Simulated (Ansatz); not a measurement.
A series of calculations on SiSF2 and related structures

**1. Relaxation**

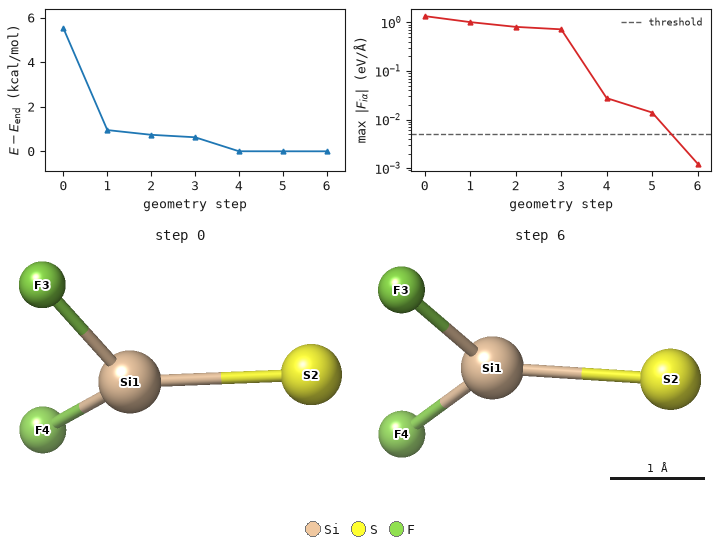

First and last geometry of a relaxation of SiSF₂, with the history of the run. The picture is a ball-and-stick view, seen from a free direction.

It is one of the separated products of a reaction.

Theory: Ansatz, RKS PBE0-D4/def2-TZVP. Set-up: force threshold 0.005 eV/Å; at most 200 steps.

**Read the history and describe the run.**

It converged. Over 6 geometry steps the energy falls by 5.52 kcal/mol. Largest force component: 1.3 eV/Å at the start, 0.0012 eV/Å at the end. Si1 moves most after the best rigid fit: 0.19 Å. Largest moves by element: Si 0.19 Å, S 0.06 Å, F 0.06 Å. Among the contacts that change: Si1–S2 1.946 → 1.915 Å, Si1–F3 1.592 → 1.570 Å, Si1–F4 1.581 → 1.570 Å. Among the angles between lasting bonds that change: S2–Si1–F3 125.1° → 128.4°, S2–Si1–F4 125.6° → 128.4°. Cost: 9 s on 4 threads of Arm Neoverse V2 (shared host).

| step | E − E(0), kcal/mol | largest force component, eV/Å |
| --- | --- | --- |
| 0 | 0.00 | 1.3478 |
| 1 | -4.57 | 1.0140 |
| 2 | -4.78 | 0.8098 |
| 3 | -4.89 | 0.7209 |
| 4 | -5.52 | 0.0277 |
| 5 | -5.52 | 0.0140 |
| 6 | -5.52 | 0.0012 |

**2. Relaxation**

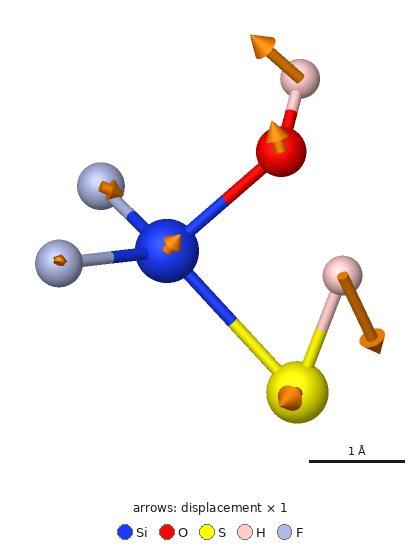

A relaxation of SiH2SOF2 (started from a transition state, displaced along its imaginary mode). The starting structure is drawn; orange arrows show the displacements, at their true length. The two geometries are superimposed by the best rigid fit.

Style: ball-and-stick. Shown face on.

Theory: RKS PBE0-D4/def2-TZVP in Ansatz 0.2.0. Set-up: force threshold 0.005 eV/Å; at most 200 steps.

### What happened in the run?

The atom that moves furthest after the best rigid fit is an H atom (1.17 Å). Largest moves by element: H 1.17 Å, S 0.42 Å, O 0.35 Å, F 0.27 Å, Si 0.25 Å. Near-neighbour distances that change, for instance: H–Si 1.875 → 2.536 Å, O–Si 1.688 → 1.617 Å, S–Si 2.043 → 2.094 Å, H–S 1.389 → 1.345 Å. Among the angles between lasting bonds that change: Si–S–H 62.9° → 92.4°, O–Si–S 90.9° → 110.6°, S–Si–F 120.9° → 106.4°. Groups turn about S–Si by about 45°, O–Si by about 40°. Over 18 accepted moves (21 points after the start) the energy falls by 1.147 eV. The largest force component goes from 1.5 to 0.0044 eV/Å. The line search rejected the trial steps at points 10, 13, 17 of the run. The run took 54 s on 4 threads of Arm Neoverse V2 (shared host).

**3. Reaction**

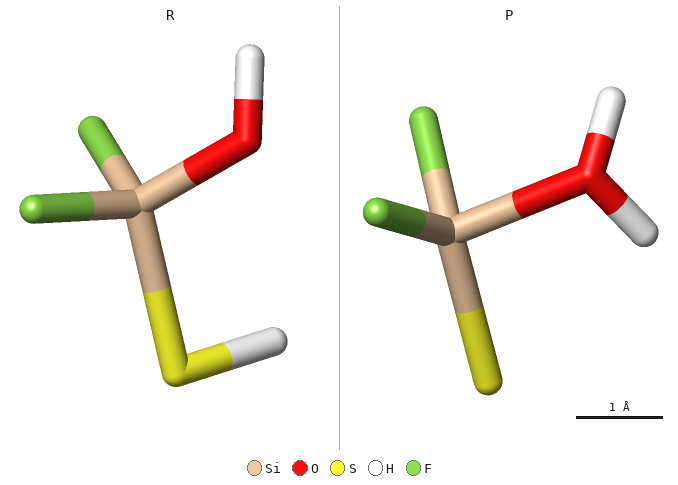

Reactant (R) and product (P) of one elementary step of SiH2SOF2. The picture is a stick view, seen at a tilt.

Stationary points at PBE0-D4/def2-TZVP, single-point energies with CCSD(T)/CBS, B97M-V, BLYP-D4, wB97M-V (def2-TZVPP where no basis is named; Ansatz 0.2.0). The energies are electronic, without zero-point or thermal terms, and both ends are the minima reached downhill from the saddle, with any fragments still in contact. CCSD(T)/CBS stands for a frozen-core estimate: MP2 correlation extrapolated from def2-TZVPP and def2-QZVPP, CCSD(T) minus MP2 from the smaller set.

> Predict the saddle point between them and the barrier.

From R over the saddle to P, a bond forms: H–O (2.95 → 1.17 → 0.97 Å). A bond breaks: H–S (1.34 → 1.81 → 2.75 Å). Bonds that stay but change much: O–Si (1.62 → 1.78 → 1.90 Å). The saddle has one imaginary mode, 1092i cm⁻¹. With CCSD(T)/CBS the barrier is 1.75 eV from R and 0.34 eV from P, and P lies 1.41 eV above R.

```
      level  barrier from R (eV)  barrier from P (eV)  P less R (eV)
CCSD(T)/CBS                 1.75                 0.34           1.41
     B97M-V                 1.68                 0.32           1.36
    BLYP-D4                 1.62                 0.25           1.37
    wB97M-V                 1.70                 0.32           1.38
```

Against CCSD(T)/CBS, wB97M-V comes closest on the barrier from R (−0.05 eV) and BLYP-D4 misses most (−0.13 eV).

The saddle point in the same view, with dashed sticks for the bonds that form or break:

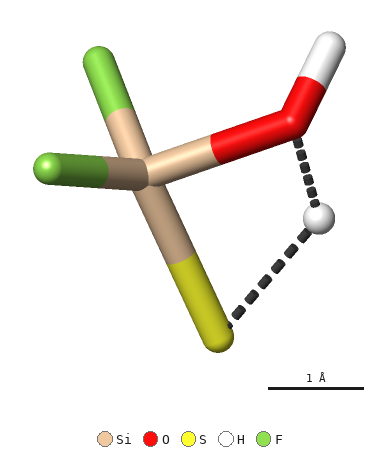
